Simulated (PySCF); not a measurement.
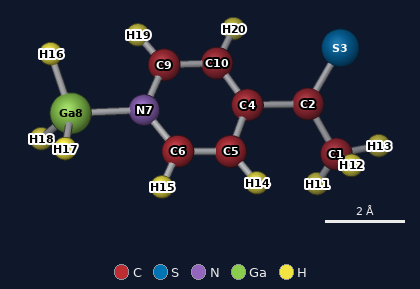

**Figure 1.** The structure as given in the input (ball-and-stick view, seen at a tilt; atoms are numbered from 1 in the order of the input). Sticks mark near contacts.

**Run report: C$_{7}$H$_{10}$GaNS, geometry relaxation (part 1 of 2)**

System: C$_{7}$H$_{10}$GaNS, SMILES CC(=S)c1cc[n+]([GaH3-])cc1.
Method: PBE0-D3(BJ)/def2-SVP geometry optimisation, gas phase (PySCF 2.14.0).

It belongs to a series of runs on one base structure; here: H on C replaced by C(S)CH3.

### The input
```
{"job": {"xc": "PBE0", "basis": "def2-SVP", "d3": "d3bj", "grid": 1, "shake": 0.03, "kind": "geom"}, "charge": 0, "multiplicity": 1}
C     -3.405830    -0.203240    -0.452860
C     -2.453100     0.626830     0.303980
S     -3.001340     1.918900     1.174530
C     -0.882440     0.374640     0.125650
C     -0.511930    -0.295450    -1.050420
C      0.851410    -0.511070    -1.169270
N      1.766760    -0.150190    -0.190200
Ga     3.653640    -0.517530    -0.413360
C      1.298350     0.483560     1.003560
C     -0.062630     0.729250     1.157040
H     -3.212910    -1.208200    -0.493000
H     -3.528550     0.290670    -1.471990
H     -4.545930    -0.029940    -0.002620
H     -1.223420    -0.565670    -1.793360
H      1.205400    -1.054540    -2.055880
H      4.475940     0.621250     0.397050
H      3.994930    -0.487230    -1.968760
H      3.892120    -1.969500     0.237640
H      2.000500     0.726420     1.726450
H     -0.448550     1.235200     2.058830
```

The first line tells a small driver script what to run in PySCF; the rest is the geometry in Å.

Run as:
```bash
OMP_NUM_THREADS=1 python <driver script> task.json out
```

### Log
```
step   0  E = -2649.11826731  max force = 0.100728
step   1  E = -2649.15709007  max force = 0.041384
step   2  E = -2649.16491469  max force = 0.020398
step   3  E = -2649.16942701  max force = 0.012997
step   4  E = -2649.16812407  max force = 0.019369
step   5  E = -2649.17126402  max force = 0.007142
step   6  E = -2649.17150644  max force = 0.003586
step   7  E = -2649.17170655  max force = 0.001556
step   8  E = -2649.17181486  max force = 0.001755
step   9  E = -2649.17193672  max force = 0.002605
step  10  E = -2649.17208011  max force = 0.002706
step  11  E = -2649.17216447  max force = 0.002134
step  12  E = -2649.17222287  max force = 0.001295
step  13  E = -2649.17223926  max force = 0.000307
step  14  E = -2649.17224329  max force = 0.000204
optimisation converged
```

### Trajectory as extended XYZ (Å, eV, eV/Å), 15 frames, from step=0 to step=14
```
20
Properties=species:S:1:pos:R:3:forces:R:3 step=0 energy=-72086.17978
C    -3.4058   -0.2032   -0.4529   -4.2217   3.9601   0.1531
C    -2.4531    0.6268    0.3040    1.8026   1.2198   0.6109
S    -3.0013    1.9189    1.1745    0.6525  -0.7291  -0.2668
C    -0.8824    0.3746    0.1257   -5.1796  -0.4551  -0.6715
C    -0.5119   -0.2954   -1.0504    1.6631   1.0840   1.9968
C     0.8514   -0.5111   -1.1693    1.0908   0.0309   1.0568
N     1.7668   -0.1502   -0.1902   -3.6311   1.1538   1.2155
Ga    3.6536   -0.5175   -0.4134    2.5797  -0.4236  -0.0004
C     1.2983    0.4836    1.0036   -1.3685  -2.0260  -4.5229
C    -0.0626    0.7292    1.1570    1.8007   0.4250   0.6923
H    -3.2129   -1.2082   -0.4930    0.7772  -3.0506  -0.4003
H    -3.5286    0.2907   -1.4720    0.3364  -0.8653   0.6613
H    -4.5459   -0.0299   -0.0026    3.0137  -0.5519  -0.9475
H    -1.2234   -0.5657   -1.7934   -0.5061  -0.3411  -0.7329
H     1.2054   -1.0545   -2.0559    0.5363   0.2691   0.2645
H     4.4759    0.6212    0.3971   -0.5087  -0.1215  -0.0578
H     3.9949   -0.4872   -1.9688   -0.3807   0.0282  -0.0253
H     3.8921   -1.9695    0.2376   -0.2891   0.1552  -0.0373
H     2.0005    0.7264    1.7265    1.8037   0.4559   1.4103
H    -0.4486    1.2352    2.0588    0.0287  -0.2179  -0.3989
20
Properties=species:S:1:pos:R:3:forces:R:3 step=1 energy=-72087.23620
C    -3.4442   -0.1700   -0.4040   -2.1281   1.3092   0.5345
C    -2.4763    0.6792    0.3405    1.6199  -0.0795  -0.7833
S    -2.7813    1.9723    1.2900   -0.6999  -0.3818  -0.2397
C    -1.0083    0.3653    0.0613   -0.8756  -0.0353   0.7097
C    -0.4814   -0.2848   -1.0583   -0.5701   0.0342  -0.4316
C     0.8811   -0.5193   -1.2003   -0.1863   0.0143   0.5662
N     1.7353   -0.1647   -0.2296   -1.4975   0.5305   0.4286
Ga    3.6918   -0.5093   -0.3630    1.6782  -0.2884   0.0453
C     1.2260    0.4322    0.8789    0.4327  -0.3433  -0.4487
C    -0.1209    0.6999    1.0698    1.1999   0.0895   0.0882
H    -3.2005   -1.2267   -0.4604    0.3180  -0.3315  -0.1293
H    -3.5943    0.2795   -1.4104    0.3476  -0.3671   0.0385
H    -4.4730   -0.0450    0.0506    0.9097  -0.2625  -0.2308
H    -1.1548   -0.5811   -1.8546   -0.0839  -0.1590  -0.2899
H     1.2892   -1.0455   -2.0687    0.0533   0.1725   0.0148
H     4.3720    0.6655    0.4908   -0.3237  -0.0525  -0.0358
H     4.0289   -0.4623   -1.9163   -0.2799   0.0104  -0.0220
H     3.8727   -1.9512    0.3056   -0.2082   0.0960  -0.0395
H     1.9716    0.6779    1.6258    0.1878   0.1490   0.2887
H    -0.4711    1.2023    1.9753    0.1061  -0.1046  -0.0636
20
Properties=species:S:1:pos:R:3:forces:R:3 step=2 energy=-72087.44912
C    -3.3877   -0.1871   -0.4770    0.5284  -0.5162  -0.2507
C    -2.4577    0.6743    0.3120    0.2278   0.0775  -0.1489
S    -3.0433    1.9201    1.1681    0.1570   0.2852   0.4187
C    -0.9985    0.4161    0.1597   -0.2818  -0.2349   0.4260
C    -0.5466   -0.2422   -0.9825    0.4054   0.1184  -0.0322
C     0.8203   -0.4630   -1.0819   -0.1292  -0.7157  -1.0489
N     1.7101   -0.1331   -0.1587    0.0221  -0.1048  -0.3785
Ga    3.6860   -0.5565   -0.4281    0.9788  -0.2405  -0.0697
C     1.2987    0.4583    0.9471   -0.0831   0.3809   0.8851
C    -0.0422    0.7354    1.1426   -0.4220   0.4298   0.1147
H    -3.0949   -1.2611   -0.5062   -0.0573   0.4730  -0.0996
H    -3.4677    0.2184   -1.4946    0.2428  -0.1513  -0.3176
H    -4.3835   -0.0908   -0.0937   -0.8410  -0.0116   0.5312
H    -1.2262   -0.5424   -1.7898    0.2812   0.0199   0.1749
H     1.2392   -0.9813   -1.9462   -0.0139   0.0503  -0.1846
H     4.3836    0.6121    0.3949   -0.1577   0.0160   0.0193
H     3.8368   -0.4970   -2.0076   -0.1584   0.0046   0.0158
H     3.8050   -2.0014    0.2291   -0.1118   0.0485  -0.0181
H     2.0885    0.6967    1.6835   -0.4368   0.0066  -0.1942
H    -0.3575    1.2389    2.0524   -0.1504   0.0642   0.1575
20
Properties=species:S:1:pos:R:3:forces:R:3 step=3 energy=-72087.57191
C    -3.3891   -0.1849   -0.4719    0.0168  -0.1700  -0.0850
C    -2.4453    0.6788    0.3076   -0.2544  -0.0299   0.0205
S    -3.0281    1.9028    1.2066    0.2034   0.1695   0.2434
C    -0.9949    0.4077    0.1772    0.1240  -0.0705  -0.0153
C    -0.5074   -0.2339   -0.9717   -0.2643  -0.1702  -0.4526
C     0.8462   -0.4881   -1.1406   -0.2557   0.3187   0.6684
N     1.7055   -0.1410   -0.1790   -0.0517   0.0891   0.0066
Ga    3.7162   -0.5788   -0.4243    0.4464  -0.0846   0.0298
C     1.2688    0.4672    0.9351    0.3718  -0.0318   0.1128
C    -0.0624    0.7657    1.1666   -0.1718  -0.0880  -0.4521
H    -3.0715   -1.2431   -0.4960   -0.0583   0.1489  -0.0326
H    -3.4434    0.1860   -1.5093    0.0669  -0.0892  -0.0879
H    -4.4037   -0.1035   -0.0636    0.0439  -0.0139   0.0538
H    -1.1854   -0.5262   -1.7767   -0.0108   0.0166   0.0736
H     1.2543   -0.9712   -2.0326    0.0147   0.0411   0.0408
H     4.3440    0.6115    0.4118   -0.0117   0.0204   0.0168
H     3.8172   -0.5141   -2.0053   -0.0540  -0.0104  -0.0029
H     3.7773   -2.0165    0.2431   -0.0206  -0.0023  -0.0158
H     2.0452    0.7222    1.6686   -0.0997  -0.0399  -0.1264
H    -0.3809    1.2739    2.0775   -0.0350  -0.0035   0.0042
20
Properties=species:S:1:pos:R:3:forces:R:3 step=4 energy=-72087.53646
C    -3.4444   -0.1587   -0.4411   -0.5846   0.5633   0.2903
C    -2.4492    0.6764    0.3150    0.0359  -0.1583   0.0636
S    -2.8257    1.8888    1.3449   -0.5432  -0.1651  -0.2648
C    -1.0223    0.3505    0.0985    0.5522   0.0919  -0.1959
C    -0.5202   -0.2807   -1.0554    0.0250   0.1880   0.6114
C     0.8507   -0.4864   -1.1404    0.4771  -0.0137  -0.0371
N     1.7287   -0.1385   -0.1843   -0.5875   0.2382   0.1923
Ga    3.7801   -0.5722   -0.3831    0.0228  -0.0162  -0.0361
C     1.2697    0.4781    0.9261   -0.4335  -0.4416  -0.9960
C    -0.0854    0.7323    1.0679    0.2042   0.0890   0.5548
H    -3.1312   -1.2057   -0.4996    0.0535  -0.1978   0.0760
H    -3.5196    0.2077   -1.4845   -0.0399  -0.0010   0.1490
H    -4.4514   -0.0835    0.0340    0.5463  -0.0180  -0.3417
H    -1.1596   -0.5905   -1.8784   -0.0703  -0.0346  -0.0790
H     1.2881   -0.9405   -2.0341    0.0331  -0.0434   0.0377
H     4.3443    0.6435    0.4594    0.0347   0.0014   0.0072
H     3.8552   -0.5145   -1.9646    0.0446  -0.0138  -0.0109
H     3.8041   -2.0020    0.2962    0.0353  -0.0189   0.0016
H     1.9979    0.7682    1.6810    0.1548  -0.0079   0.0495
H    -0.4473    1.2420    1.9653    0.0394  -0.0414  -0.0718
20
Properties=species:S:1:pos:R:3:forces:R:3 step=5 energy=-72087.62190
C    -3.4274   -0.1645   -0.4601   -0.0917   0.1640   0.0077
C    -2.4559    0.6766    0.3146   -0.0423  -0.1101   0.1462
S    -2.9503    1.8766    1.3048   -0.0022  -0.0845  -0.0783
C    -1.0110    0.3728    0.1420    0.0571   0.1644  -0.1533
C    -0.5225   -0.2607   -1.0125    0.0281   0.0183   0.2122
C     0.8428   -0.4839   -1.1350    0.1209  -0.0373  -0.1485
N     1.7230   -0.1410   -0.1909   -0.3673   0.1552   0.0963
Ga    3.7748   -0.5793   -0.3959    0.0864  -0.0271  -0.0305
C     1.2707    0.4715    0.9123    0.0112  -0.0325  -0.0434
C    -0.0713    0.7525    1.1108   -0.0133  -0.0685   0.0197
H    -3.1101   -1.2154   -0.5037   -0.0048  -0.0753   0.0418
H    -3.4816    0.1976   -1.5035   -0.0246  -0.0068   0.0482
H    -4.4338   -0.0896   -0.0180    0.1691   0.0122  -0.1186
H    -1.1822   -0.5653   -1.8241   -0.0257  -0.0113  -0.0173
H     1.2641   -0.9436   -2.0332   -0.0033  -0.0434   0.0109
H     4.3533    0.6330    0.4436    0.0075  -0.0028   0.0015
H     3.8563   -0.5250   -1.9776    0.0153  -0.0081  -0.0042
H     3.8063   -2.0101    0.2829    0.0117  -0.0066  -0.0005
H     2.0247    0.7491    1.6508    0.0570   0.0028   0.0384
H    -0.4075    1.2629    2.0157    0.0107  -0.0025  -0.0283
20
Properties=species:S:1:pos:R:3:forces:R:3 step=6 energy=-72087.62849
C    -3.4078   -0.1613   -0.4864    0.1242  -0.0128  -0.0410
C    -2.4562    0.6603    0.3286   -0.0180  -0.0004  -0.0225
S    -2.9762    1.8456    1.3184   -0.0280  -0.0078   0.0575
C    -1.0084    0.3808    0.1609    0.0728   0.0066  -0.0360
C    -0.5221   -0.2636   -0.9845   -0.0486  -0.0853  -0.1105
C     0.8411   -0.4875   -1.1220   -0.0714   0.1039   0.1844
N     1.7075   -0.1237   -0.1746    0.1725  -0.0351  -0.0606
Ga    3.7586   -0.5792   -0.4187    0.0877  -0.0036   0.0225
C     1.2713    0.4886    0.9326   -0.0873  -0.0514  -0.1337
C    -0.0718    0.7611    1.1316   -0.0282   0.0497   0.0716
H    -3.1007   -1.2178   -0.5333   -0.0261   0.0107   0.0228
H    -3.4347    0.2174   -1.5229    0.0187  -0.0025  -0.0122
H    -4.4176   -0.0829   -0.0789   -0.1460   0.0217   0.0438
H    -1.1897   -0.5825   -1.7857    0.0000   0.0087   0.0103
H     1.2619   -0.9679   -2.0096    0.0097   0.0081   0.0225
H     4.3665    0.6302    0.4044    0.0041   0.0020   0.0015
H     3.8188   -0.5345   -2.0021   -0.0070  -0.0031   0.0022
H     3.7989   -2.0082    0.2646   -0.0036  -0.0028  -0.0033
H     2.0329    0.7665    1.6668   -0.0071  -0.0152  -0.0310
H    -0.4098    1.2728    2.0339   -0.0187   0.0086   0.0116
20
Properties=species:S:1:pos:R:3:forces:R:3 step=7 energy=-72087.63394
C    -3.4213   -0.1480   -0.4886    0.0548  -0.0348  -0.0201
C    -2.4590    0.6490    0.3375   -0.0283   0.0306  -0.0710
S    -2.9781    1.8150    1.3504    0.0028   0.0049   0.0800
C    -1.0102    0.3731    0.1564   -0.0111  -0.0091   0.0227
C    -0.5240   -0.2763   -0.9871   -0.0260  -0.0315  -0.0345
C     0.8410   -0.4934   -1.1231   -0.0268  -0.0103   0.0070
N     1.7148   -0.1246   -0.1855    0.0021  -0.0101  -0.0278
Ga    3.7780   -0.5712   -0.4105    0.0451  -0.0078  -0.0018
C     1.2697    0.4881    0.9164    0.0218   0.0357   0.0768
C    -0.0732    0.7578    1.1248    0.0283   0.0105  -0.0372
H    -3.1336   -1.2094   -0.5432   -0.0152  -0.0035   0.0121
H    -3.4379    0.2405   -1.5216    0.0265  -0.0073  -0.0178
H    -4.4338   -0.0559   -0.0832   -0.0457   0.0132   0.0100
H    -1.1918   -0.6036   -1.7846    0.0053   0.0066   0.0023
H     1.2604   -0.9806   -2.0074   -0.0038   0.0066  -0.0067
H     4.3726    0.6467    0.4097   -0.0077  -0.0009  -0.0009
H     3.8477   -0.5373   -1.9936   -0.0065   0.0002   0.0029
H     3.8194   -1.9963    0.2813   -0.0080   0.0021   0.0001
H     2.0319    0.7699    1.6478   -0.0087   0.0056   0.0015
H    -0.4101    1.2707    2.0271    0.0011  -0.0007   0.0024
```
